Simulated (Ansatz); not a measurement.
# ScInS3 (model cell, started as cubic perovskite with In in the octahedra): relaxing the cell for a phonon run

Aim: bring ScInS3 (model cell, started as cubic perovskite with In in the octahedra) to small forces and stress, as phonons need.

Calculated with Ansatz 0.2.0; DFT PBEsol, scalar-relativistic, plane waves, PAW; PAW set soft_1.

The structure was built from a prototype and need not be the compound's stable phase.

### 1. The structure

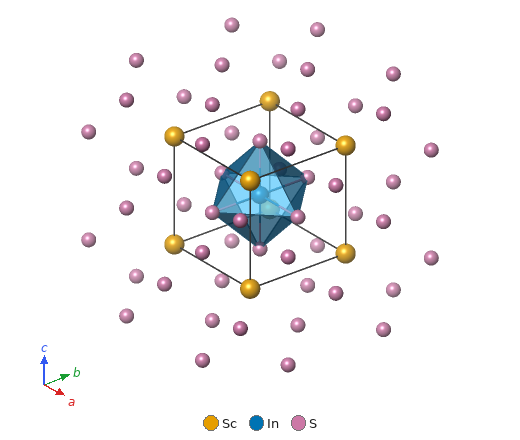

Start, viewed from a free direction; scandium orange, indium blue, sulfur pink. Some periodic images of atoms are drawn too.

Structure file:

```cif
data_structure
_symmetry_space_group_name_H-M 'P 1'
_symmetry_Int_Tables_number 1
_cell_length_a 5.1744
_cell_length_b 5.1744
_cell_length_c 5.1744
_cell_angle_alpha 90.000
_cell_angle_beta 90.000
_cell_angle_gamma 90.000
_cell_volume 138.54
loop_
_atom_site_label
_atom_site_type_symbol
_atom_site_fract_x
_atom_site_fract_y
_atom_site_fract_z
_atom_site_occupancy
Sc1 Sc 0.00000 0.00000 0.00000 1
In2 In 0.50000 0.50000 0.50000 1
S3 S 0.50000 0.50000 0.00000 1
S4 S 0.50000 0.00000 0.50000 1
S5 S 0.00000 0.50000 0.50000 1
```

### 2. A coarse first look

First a cheap look: the gap decides the mesh and the occupations, the pressure tells how far the cell has to move.

Contents of input.yaml:

```yaml
crystal:
  lattice:
    - [5.1744, 0.0, 0.0]
    - [0.0, 5.1744, 0.0]
    - [0.0, 0.0, 5.1744]
  atoms:
    - { symbol: Sc, position: [0.0, 0.0, 0.0] }
    - { symbol: In, position: [0.5, 0.5, 0.5] }
    - { symbol: S, position: [0.5, 0.5, 0.0] }
    - { symbol: S, position: [0.5, 0.0, 0.5] }
    - { symbol: S, position: [0.0, 0.5, 0.5] }
kpoints:
  mp_grid: { grid: [4, 4, 4] }
hamiltonian:
  xc: pbesol
  pseudopotentials: { kind: paw, azcp: { folder: soft_1 }, xc_functional: pbe }
scf:
  occupations: { method: gaussian, width: 0.1 }
output:
  forces: true
  stress: true
  eigenvalues: true
```

Command:

```bash
ansatz run input.yaml --threads 4 --pin off --max-ram 16384MiB --backend cpu --events-out ev --progress --plain --runs-dir out
```

Numbers of over 12 decimals in the logs are rounded to 6 here.

Output:

```text
Engine: ansatz 0.2.0, aarch64-unknown-linux-gnu
Pseudopotentials: kind: paw
Pseudopotential: Sc, paw, valence charge 11, recommended cutoff 420 eV (normal), soft_1/Sc.paw.azcp
Pseudopotential: In, paw, valence charge 13, recommended cutoff 420 eV (normal), soft_1/In.paw.azcp
Pseudopotential: S, paw, valence charge 6, recommended cutoff 420 eV (normal), soft_1/S.paw.azcp
Functional definition: PBEsol
[...]
k-point 0: bands = [... 17 lower, 4.0510, 4.0510, 4.1967, 4.1967, 4.1967, 5.1077, 5.1077, 5.2180, ... 6 higher]
  k-point 1: bands = [... 17 lower, 3.7570, 3.7570, 4.0495, 4.0495, 5.1470, 5.2297, 5.3025, 5.5126, ... 6 higher]
  k-point 2: bands = [... 17 lower, 3.4790, 3.4790, 3.9294, 3.9294, 5.2415, 5.3201, 5.7669, 5.8184, ... 6 higher]
  k-point 9: bands = [... 17 lower, 4.6012, 5.0423, 5.0423, 5.0423, 5.2666, 5.2666, 5.2666, 5.3925, ... 6 higher]
[key lines of the parts left out:]
SCF converged after 9 iterations
Free energy (F): -10291.743303 eV
Fermi energy:    5.033139 eV
P = ⅓ Tr σ = -8.7230 GPa (-87.230 kbar)
```

Wall time 0.97 s (4 threads of Arm Neoverse V2, shared host); peak memory 0.42 GiB; 3.3 s of CPU time.

This step gave:

| Item | Value |
| --- | --- |
| pressure | -8.723 GPa |
| volume per atom | 27.71 Å³ |
| gap on the k-mesh | 0 eV |

The coarse mesh shows no gap and a pressure of -8.7 GPa.

### 3. Coarse relaxation

The start is far from rest, so a relaxation with loose tolerances brings it close first.

input.yaml: that of step 2 with these lines changed.

```diff
@@ -22 +22,6 @@
   eigenvalues: true
+relax:
+  adjacent_minimum: "off"
+  f_tol: 0.05
+  max_steps: 80
+  cell: { stress_tol: 0.5 }
```

Output:

```text
[...]
Crystal: 5 atoms, lattice volume = 138.542 Å³
Basis set: ecut = 420 eV, 2721 PW (Γ), exchange–correlation on 72×72×72 points (8 copies of the dense FFT grid, shifted against one another)
Bands: 26, of which v1, the nominal top of the filled ones, is band 21 counted from 1 (20 counted from 0)
Symmetry: 48 space group operations
[...]
k-points: 10 of 64
[...]
cell:  # Å, volume = 115.6858 Å³
    - [4.872591, 0, 0]
    - [0, 4.872591, 0]
    - [0, 0, 4.872591]
  atoms:
    - { symbol: Sc, position: [0, 0, 0] }
    - { symbol: In, position: [0.500000, 0.500000, 0.500000] }
    - { symbol: S, position: [0.500000, 0.500000, 0] }
    - { symbol: S, position: [0.500000, 0, 0.500000] }
    - { symbol: S, position: [0, 0.500000, 0.500000] }
[key lines of the parts left out:]
SCF converged after 6 iterations
Free energy (F): -10292.484193 eV
Fermi energy:    7.120236 eV
P = ⅓ Tr σ = -0.0547 GPa (-0.547 kbar)
```

Run time: 3.9 s. Hardware: 4 threads; peak memory 0.43 GiB.

Relaxation path:

| step | energy less that of the first step (eV) | largest force component (eV/Å) | pressure (GPa) | volume (Å³) |
| --- | --- | --- | --- | --- |
| 1 | 0.0000 | 0.0000 | -8.72 | 138.54 |
| 2 | -0.7174 | 0.0000 | -2.12 | 119.25 |
| 3 | -0.7385 | 0.0000 | 0.94 | 114.16 |
| 4 | -0.7425 | 0.0000 | -0.05 | 115.69 |
| 5* | -0.7409 | 0.0000 | -0.05 | 115.69 |

Relaxation steps marked * repeat the geometry before them on a plane-wave basis chosen anew for their cell, so energy and pressure can jump there.

Forces are held to the 48 operations that the run works with; a distortion that breaks them can't arise in this run.

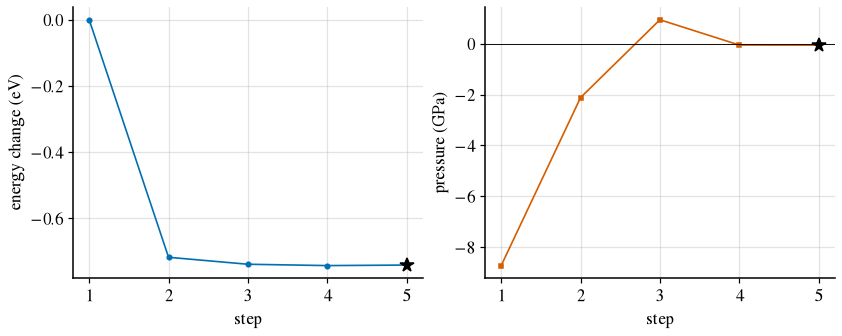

Energy and pressure along the relaxation. Stars mark steps on a basis chosen anew.

| conventional cell, symmetrised | before | after | change |
| --- | --- | --- | --- |
| a (Å) | 5.174 | 4.873 | -5.8 % |
| b (Å) | 5.174 | 4.873 | -5.8 % |
| c (Å) | 5.174 | 4.873 | -5.8 % |
| volume (Å³/atom) | 27.71 | 23.14 | -16.5 % |

Numbers from this step:

- pressure: -0.05470 GPa
- volume per atom: 23.14 Å³

In this step the volume went from 27.71 to 23.14 Å³/atom.

### 4. Bringing the structure to rest

The cell and atoms are relaxed, since residual forces and stress would shift the frequencies.

input.yaml, the sections that differ from step 3:

```yaml
crystal:
  lattice:
    - [4.8725910772, 0.0, 0.0]
    - [0.0, 4.8725910772, 0.0]
    - [0.0, 0.0, 4.8725910772]
  atoms:
    - { symbol: Sc, position: [0.0, 0.0, 0.0] }
    - { symbol: In, position: [0.5, 0.5, 0.5] }
    - { symbol: S, position: [0.5, 0.5, 0.0] }
    - { symbol: S, position: [0.5, 0.0, 0.5] }
    - { symbol: S, position: [0.0, 0.5, 0.5] }
kpoints:
  mp_grid: { grid: [8, 8, 8] }
relax:
  adjacent_minimum: "off"
  f_tol: 0.005
  max_steps: 80
  cell: { stress_tol: 0.05 }
# hamiltonian, scf, output: as in step 3
```

Output:

```text
[...]
Crystal: 5 atoms, lattice volume = 115.686 Å³
Basis set: ecut = 420 eV, 2301 PW (Γ), exchange–correlation on 72×72×72 points (8 copies of the dense FFT grid, shifted against one another)
Bands: 26, of which v1, the nominal top of the filled ones, is band 21 counted from 1 (20 counted from 0)
[... 1 set-up line as in the run before ...]
[...]
k-points: 35 of 512
[...]
SCF iter   1: F=—  HF=-10292.658783 eV  |F-HF|=—  |Δ(HF+E_count)|=         —  Δρ=2.56e-2  dr2=1.24e0  ethr=3.10e-3  ⟨swp⟩=6.5  Hψ=4333  notcnv=0
[...]
SCF iter   8: F=-10292.492906 eV  HF=-10292.492906 eV  |F-HF|=6.40e-10  |Δ(HF+E_count)|=   9.11e-8  Δρ=4.58e-6  dr2=3.68e-8  ethr=2.38e-10  ⟨swp⟩=9.1  Hψ=4187  notcnv=0
SCF 1 converged in 8 iterations: F = -10292.492906 eV  dr2 = 3.68e-8
[...]
relax step   1: F+E_penalty+E_count = -10292.49290567 eV  Δ(F+E_penalty+E_count) = +0.000e0 eV  max|allowed force component| = 1.874e-29 eV/Å  Δτ_max = 0.0000 Å  P = -0.131 GPa  Ω = 115.686 Å³  (8 SCF iters, dr2 threshold 1.00e-7 eV, accepted)
Crystal: 5 atoms, lattice volume = 115.465 Å³
[...]
SCF iter   6: F=-10292.493015 eV  HF=-10292.493015 eV  |F-HF|=9.09e-12  |Δ(HF+E_count)|=  8.00e-11  Δρ=1.12e-7  dr2=1.97e-11  ethr=1.00e-12  ⟨swp⟩=1.2  Hψ=2513  notcnv=0
SCF 2 converged in 6 iterations: F = -10292.493015 eV  dr2 = 1.97e-11
relax step   2: F+E_penalty+E_count = -10292.49301495 eV  Δ(F+E_penalty+E_count) = -1.093e-4 eV  max|allowed force component| = 4.049e-30 eV/Å  Δτ_max = 0.0000 Å  P = +0.006 GPa  Ω = 115.465 Å³  energy of the carried Pulay correction = +2.276e-5 eV  (6 SCF iters, dr2 threshold 4.28e-8 eV, accepted)
[...]
SCF iter   1: F=—  HF=-10292.492998 eV  |F-HF|=—  |Δ(HF+E_count)|=         —  Δρ=1.96e-6  dr2=8.96e-10  ethr=7.18e-8  ⟨swp⟩=4.1  Hψ=7503  notcnv=0
eigensolver tolerance schedule: the retry pair's looser diagonalisation over-reported the residual by 33651.15 of it (diagonalisation noise at 3.53 of the residual, at the tolerance the schedule requests for it); recorded, not acted on — ethr = c·dr2/N_el stays at c = 1.0e-1
SCF iter   2: F=—  HF=-10292.492990 eV  |F-HF|=—  |Δ(HF+E_count)|=   7.38e-6  Δρ=1.04e-6  dr2=2.62e-10  ethr=2.13e-12  ⟨swp⟩=4.2  Hψ=2740  notcnv=0
[...]
SCF iter   8: F=-10292.492990 eV  HF=-10292.492990 eV  |F-HF|=3.64e-12  |Δ(HF+E_count)|=  1.82e-12  Δρ=4.05e-10  dr2=2.92e-16  ethr=1.00e-12  ⟨swp⟩=2.1  Hψ=2085  notcnv=0
SCF 3 converged in 8 iterations: F = -10292.492990 eV  dr2 = 2.92e-16
relax step   3: F+E_penalty+E_count = -10292.49299036 eV  Δ(F+E_penalty+E_count) = +2.460e-5 eV  max|allowed force component| = 9.940e-30 eV/Å  Δτ_max = 0.0000 Å  P = +0.006 GPa  Ω = 115.465 Å³  stress off target by 5.66e-3 GPa  SCF on the basis re-selected at this cell (its energy is not comparable with the rows above)  (8 SCF iters)
[...]
SCF converged after 8 iterations
Free energy (F): -10292.492990 eV
[...]
Internal energy: -10292.487131 eV  (E = F + TS)
E sigma→0 (E₀):  -10292.490061 eV
Entropy (-TS):   -0.005859 eV (-1.172 meV/atom)
Fermi energy:    6.947603 eV
[...]
--- Stress (GPa, compression-positive) ---
        0.005658       0.000000       0.000000
       -0.000000       0.005658      -0.000000
        0.000000      -0.000000       0.005658
  P = ⅓ Tr σ = 0.0057 GPa (0.057 kbar)
--- Band table (eV; the first three rows and the last of 35) ---
  k-point 0: bands = [... 17 lower, 5.8022, 6.0455, 6.0745, 6.0745, 6.0745, 7.1820, 7.1820, 7.3313, ... 1 higher]
  k-point 1: bands = [... 17 lower, 5.6861, 5.6861, 6.0109, 6.0109, 6.4825, 7.2357, 7.3375, 7.3972, ... 1 higher]
  k-point 2: bands = [... 17 lower, 5.4318, 5.4318, 5.8753, 5.8753, 7.2730, 7.3524, 7.4919, 7.7649, ... 1 higher]
  k-point 34: bands = [... 17 lower, 6.9262, 7.1345, 7.1345, 7.1345, 7.4626, 7.4626, 7.4626, 7.6161, ... 1 higher]
--- Relaxed structure (2 steps of the walk, 2 accepted, 1 SCFs on fresh bases) ---
[...]
cell:  # Å, volume = 115.4647 Å³
    - [4.869485, 0, 0]
    - [0, 4.869485, 0]
    - [0, 0, 4.869485]
  atoms:
    - { symbol: Sc, position: [0, 0, 0] }
    - { symbol: In, position: [0.5, 0.5, 0.5] }
    - { symbol: S, position: [0.5, 0.5, 0] }
    - { symbol: S, position: [0.5, 0, 0.5] }
    - { symbol: S, position: [0, 0.5, 0.5] }
```

The job ended after 5.1 s (4 threads; peak memory 0.47 GiB; 19 s of CPU time).

Little changed from the start: no atom moved by 0.005 Å and no cell edge by 0.1 %.

Numbers from this step:

```
pressure        : 0.005658 GPa
volume per atom : 23.09 Å³
```

In this step the volume went from 23.14 to 23.09 Å³/atom.

### 5. Relaxing to small forces for the phonons

Phonons need a cell at rest on their own settings, so the relaxation is repeated with tight tolerances on forces and stress on the k mesh and occupations of the first response run.

input.yaml, the sections that differ from step 4:

```yaml
crystal:
  lattice:
    - [4.8694851686, 0.0, 0.0]
    - [0.0, 4.8694851686, 0.0]
    - [0.0, 0.0, 4.8694851686]
  atoms:
    - { symbol: Sc, position: [0.0, 0.0, 0.0] }
    - { symbol: In, position: [0.5, 0.5, 0.5] }
    - { symbol: S, position: [0.5, 0.5, 0.0] }
    - { symbol: S, position: [0.5, 0.0, 0.5] }
    - { symbol: S, position: [0.0, 0.5, 0.5] }
scf:
  occupations: { method: methfessel_paxton, width: 0.2 }
relax:
  adjacent_minimum: "off"
  f_tol: 0.001
  max_steps: 60
  cell: { stress_tol: 0.01 }
# kpoints, hamiltonian, output: as in step 4
```

Output:

```text
[...]
Crystal: 5 atoms, lattice volume = 115.465 Å³
Basis set: ecut = 420 eV, 2301 PW (Γ), exchange–correlation on 72×72×72 points (8 copies of the dense FFT grid, shifted against one another)
Bands: 26, of which v1, the nominal top of the filled ones, is band 21 counted from 1 (20 counted from 0)
[... 1 set-up line as in the run before ...]
[...]
k-points: 35 of 512
[...]
--- Relaxed structure (2 steps of the walk, 2 accepted, 1 SCFs on fresh bases) ---
[...]
cell:  # Å, volume = 115.4427 Å³
    - [4.869177, 0.0, 0.0]
    - [0.0, 4.869177, 0]
    - [0.0, 0, 4.869177]
  atoms:
    - { symbol: Sc, position: [0, 0, 0] }
    - { symbol: In, position: [0.500000, 0.500000, 0.500000] }
    - { symbol: S, position: [0.500000, 0.500000, 0] }
    - { symbol: S, position: [0.500000, 0, 0.500000] }
    - { symbol: S, position: [0, 0.500000, 0.500000] }
[key lines of the parts left out:]
SCF converged after 6 iterations
Free energy (F): -10292.488920 eV
Fermi energy:    6.938104 eV
P = ⅓ Tr σ = 0.0006 GPa (0.006 kbar)
```

Elapsed: 5.7 s, on 4 threads; peak memory 0.49 GiB; 21 s of CPU time.

Little changed from the start: no atom moved by 0.005 Å and no cell edge by 0.1 %.

Numbers from this step:

* pressure: 5.62e-4 GPa

The forces vanish by symmetry and the pressure is 0.001 GPa, within the tolerances set. The cell now holds 23.09 Å³/atom.

### 6. Summary of results

```
space group after relaxation (within 0.01 Å) : Pm-3m
lattice constant a                           : 4.869 Å
lattice constant b                           : 4.869 Å
lattice constant c                           : 4.869 Å
volume per atom                              : 23.1 Å³
```

The forces vanish by symmetry and the pressure is 0.001 GPa, within the tolerances set. The cell now holds 23.09 Å³/atom. The relaxation keeps the symmetry of its start, so it says nothing on stability against lower symmetry. The PAW files were made for PBE and serve the other functionals too. The starting cell was built on a prototype and not taken from a measurement, so the phase need not exist.

[Logs are printed without paths, hosts, clocks, repeated set-up lines and the standing remarks that a program may print on its own settings, such as how far it seeks lower states.]

[Hosts, paths, dates, database ids (printed as entryN), source tags and the programs' standing remarks are cut or masked in the printed files.]
